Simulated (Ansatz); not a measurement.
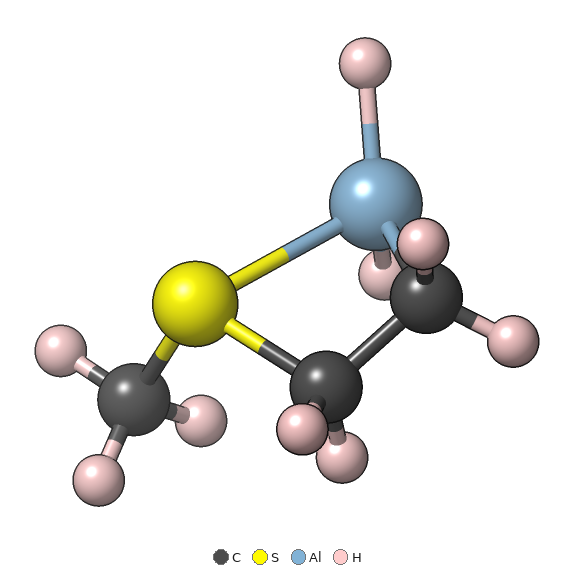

The computed structure is the end point of a PBE-D4/def2-SVP optimisation. No frequency run is at hand to confirm it as a minimum. Level of theory: RKS PBE-D4/def2-SVP (Ansatz 0.2.0).

Q: Give the dipole moment at this level.

A: 3.46 D.

Q: Estimate the dispersion correction.

A: −32.8 kJ/mol.
